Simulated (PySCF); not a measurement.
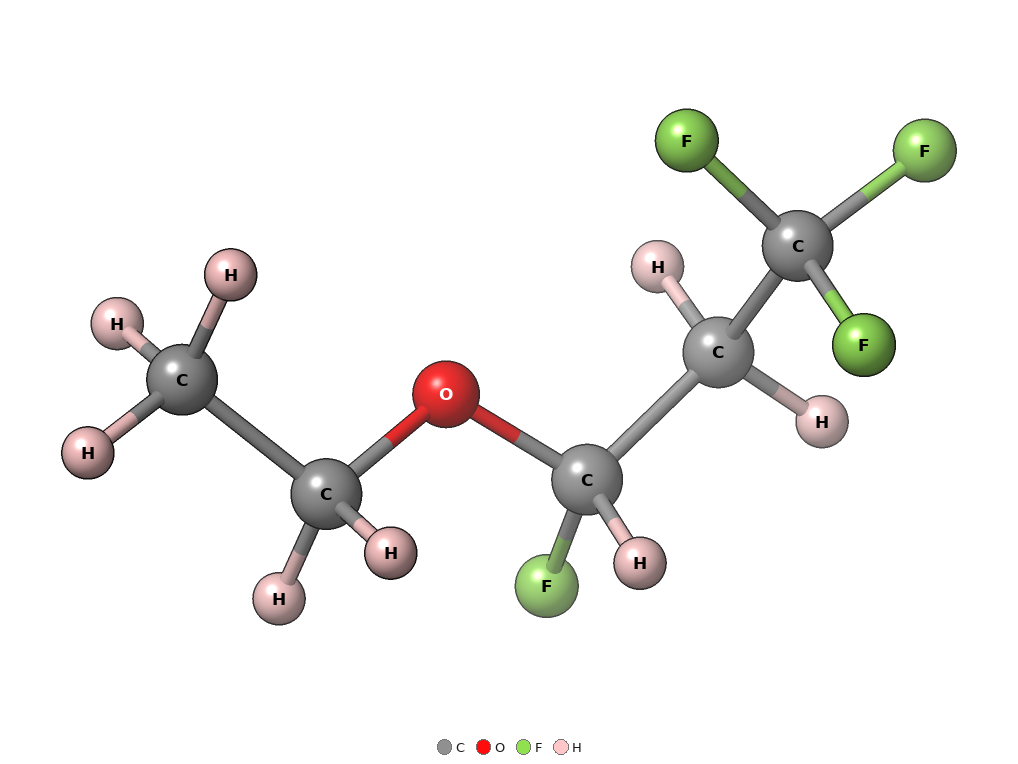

Distant atoms are faded towards the background colour. The computed structure is the end point of a PBE0-D3(BJ)/def2-SVP optimisation. No frequency run is at hand to confirm it as a minimum.

**List the symmetry elements and name the point group.**

It has no symmetry element but the identity, so the point group is C1. The group has 1 operation. The geometry is chiral, and symmetry allows a dipole moment.
